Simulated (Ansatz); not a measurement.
# CH₃Si: a changed input and its effect

System: CH₃Si, charge −1, SMILES C=[SiH-].
Method of run A: RKS B3LYP-D4/def2-TZVPD (Ansatz 0.2.0).

Text and figures count atoms from 1; the logs count them from 0 in places.

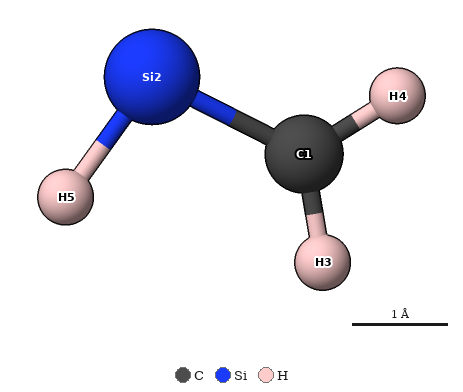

**Figure 1.** The structure as given in the input (ball-and-stick view, seen at a tilt; atoms are numbered from 1 in the order of the input).

Input, run A:
```yaml
crystal:
  periodic: [false, false, false]
  atoms:
    - { symbol: C, position_ang: [-0.265475, -0.528397, -0.027036] }
    - { symbol: Si, position_ang: [0.919443, 0.685327, -0.717458] }
    - { symbol: H, position_ang: [-0.759498, -0.48037, 1.018381] }
    - { symbol: H, position_ang: [-0.424348, -1.553198, -0.542085] }
    - { symbol: H, position_ang: [0.852838, 1.757737, 0.41171] }
total_charge: -1
basis:
  gaussian: { orbitals: def2-TZVPD }
hamiltonian:
  xc: { name: B3LYP }
  dispersion: d4
output:
  forces: true
```

Launched with:
```bash
ansatz run input.yaml --threads 1 --pin off --max-ram 2560MiB --backend cpu --events-out ev --progress --plain --runs-dir out
```

Hardware: 1 thread of Arm Neoverse V1, 24 GiB of memory available, shared host.

Output (run A):
```
Engine: ansatz 0.2.0, aarch64-unknown-linux-gnu
Functional definition: B3LYP
  parameter a0 = 0.2
  parameter ax = 0.72
  parameter ac = 0.81
  exchange = (1 - a0 - ax)*slater_x + ax*b88_x + a0*exact_x
  correlation = (1 - ac)*vwn_rpa_c + ac*lyp_c
616 factors; their error is unknown
mean field evaluation 1: about -8961.9087 eV, gradient 2.5e1 eV
mean field evaluation 2: about -8955.8909 eV, gradient 4.8e1 eV
mean field evaluation 4: about -8963.5046 eV, gradient 1.7e0 eV
mean field evaluation 8: about -8963.5136 eV, gradient 5.3e-2 eV
mean field -8963.51363442 eV, -329.4030503770 hartree, gradient 3.7e-5 eV, S^2 0.000000; 0 other end points of the search recorded, 0 dependent functions left out
the calculation of the forces begins
reference -8963.51386856 eV, -329.4030589818 hartree; 12, 12 occupied and 95, 95 virtual orbitals, 616 factors
Total energy: -8963.67614287 eV, -329.4090224526 hartree
Atom 0 at    -0.265475    -0.528397    -0.027036 Å, force     0.217241    -0.543587     0.391680 eV/Å
Atom 1 at     0.919443     0.685327    -0.717458 Å, force    -0.971568    -0.939006     0.494365 eV/Å
Atom 2 at    -0.759498    -0.480370     1.018381 Å, force     0.658668    -0.078651    -1.649076 eV/Å
Atom 3 at    -0.424348    -1.553198    -0.542085 Å, force     0.138871     1.613590     0.771133 eV/Å
Atom 4 at     0.852838     1.757737     0.411710 Å, force    -0.043212    -0.052345    -0.008102 eV/Å
Dipole moment:    -0.092272    -0.107773     0.142652 e Å
```

For run B the input was changed thus:
```diff
-    - { symbol: Si, position_ang: [0.919443, 0.685327, -0.717458] }
-    - { symbol: H, position_ang: [-0.759498, -0.48037, 1.018381] }
-    - { symbol: H, position_ang: [-0.424348, -1.553198, -0.542085] }
-    - { symbol: H, position_ang: [0.852838, 1.757737, 0.41171] }
+    - { symbol: Si, position_ang: [0.804176, 0.696446, -0.746849] }
+    - { symbol: H, position_ang: [-0.789245, -0.455063, 0.942339] }
+    - { symbol: H, position_ang: [-0.468915, -1.480573, -0.549318] }
+    - { symbol: H, position_ang: [0.726556, 1.77515, 0.375601] }
```

What does this change do to the results?

On the same kind of shared host run B took about 130 times as long.

Output (run B):
```
Engine: ansatz 0.2.0, aarch64-unknown-linux-gnu
Functional definition: B3LYP
  parameter a0 = 0.2
  parameter ax = 0.72
  parameter ac = 0.81
  exchange = (1 - a0 - ax)*slater_x + ax*b88_x + a0*exact_x
  correlation = (1 - ac)*vwn_rpa_c + ac*lyp_c
616 factors; their error is unknown
mean field evaluation 1: about -8961.5726 eV, gradient 2.9e1 eV
mean field evaluation 2: about -8954.4300 eV, gradient 5.3e1 eV
mean field evaluation 4: about -8963.6824 eV, gradient 1.9e0 eV
mean field evaluation 8: about -8963.6949 eV, gradient 5.8e-2 eV
mean field -8963.69486907 eV, -329.4097106276 hartree, gradient 1.3e-5 eV, S^2 0.000000; 0 other end points of the search recorded, 0 dependent functions left out
the calculation of the forces begins
reference -8963.69510096 eV, -329.4097191495 hartree; 12, 12 occupied and 95, 95 virtual orbitals, 616 factors
Total energy: -8963.85830782 eV, -329.4157168910 hartree
Atom 0 at    -0.265475    -0.528397    -0.027036 Å, force    -0.058675    -0.074864     0.032449 eV/Å
Atom 1 at     0.804176     0.696446    -0.746849 Å, force    -0.195051    -0.227624     0.127430 eV/Å
Atom 2 at    -0.789245    -0.455063     0.942339 Å, force     0.189576    -0.037560    -0.360897 eV/Å
Atom 3 at    -0.468915    -1.480573    -0.549318 Å, force     0.070996     0.352922     0.201105 eV/Å
Atom 4 at     0.726556     1.775150     0.375601 Å, force    -0.006846    -0.012875    -0.000087 eV/Å
Dipole moment:    -0.161575    -0.137076     0.152665 e Å
```

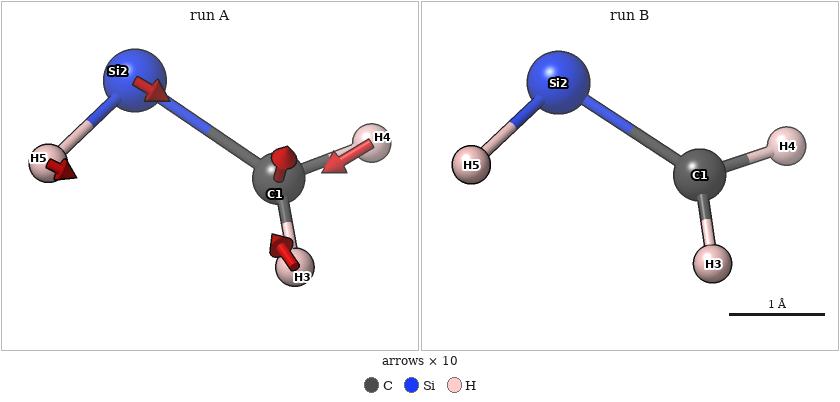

**Figure 2.** The two input geometries at one scale (ball-and-stick view, seen at a tilt). The red arrows on the first give the shifts of the atoms after the best rigid fit, magnified 10 times. The atom that moves furthest after the best rigid fit is H4 (0.063 Å). By element the largest moves are H 0.063 Å, C 0.061 Å, Si 0.045 Å. Among the contacts that change: C1–Si2 1.831 → 1.778 Å, C1–H3 1.157 → 1.104 Å.

The two runs side by side:

| quantity | run A | run B |
| --- | --- | --- |
| outcome | converged | converged |
| total energy (hartree) | −329.409022 | – |
| largest force (eV/Å) | 1.794 | – |
| basis functions | 107 | – |
| wall time (shared host) | 2.1 s | 4.7 min |
